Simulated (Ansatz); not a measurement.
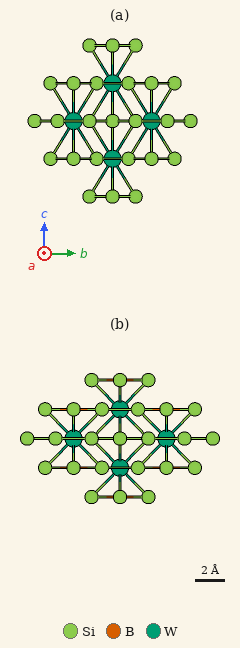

The structure of solid Si$_{4}$BW (a generated structure, set up in I4/mmm) (coarse preliminary run) before (top) and after (bottom) a relaxation, at one scale.

The picture is a ball-and-stick view of the conventional cell (2 times the calculation's cell), seen along the a axis. Lengths and directions refer to the drawn axes.

The calculation used DFT PBE, scalar-relativistic, plane waves, PAW (Ansatz 0.2.0). Settings: plane-wave cutoff 420 eV; k-point mesh 4 × 4 × 4; occupations gaussian; smearing width 0.1 eV; no spin polarisation; cell and atoms relaxed; force threshold 0.04 eV/Å; at most 70 steps.

**Summarise the run.**

The energy falls by 5.961 eV per cell of the calculation in 11 accepted moves (15 points after the start). Largest force component: 9.2 eV/Å at the start, 0.011 eV/Å at the end. Pressure: 28.97 GPa at the start and 0.00 GPa at the end. The line search rejected the trial step at point 11 of the run. The SCF was repeated 3 times at an unchanged geometry on a basis and grid sized afresh for the cell, which shifted the energy by 20.3 meV per cell of the calculation at most. The largest moves relative to the cell, 0.068 Å, are those of Si atoms. W and B stay in place. The drawn cell changes as follows: a = b 5.535 → 6.591 Å (+19.1 %), c 5.362 → 4.151 Å (−22.6 %); the volume changes by +9.8 %. Some distances before and after: B–W 2.681 → 2.075 Å, Si–W 2.990 → 3.535 Å, Si–Si 2.314 → 2.851 Å, B–Si 1.636 → 2.016 Å. Among the angles between lasting bonds that change: W–Si–W 117.2° → 91.7°, Si–Si–W 121.4° → 134.2°. The space group stays I4/mmm (No. 139).
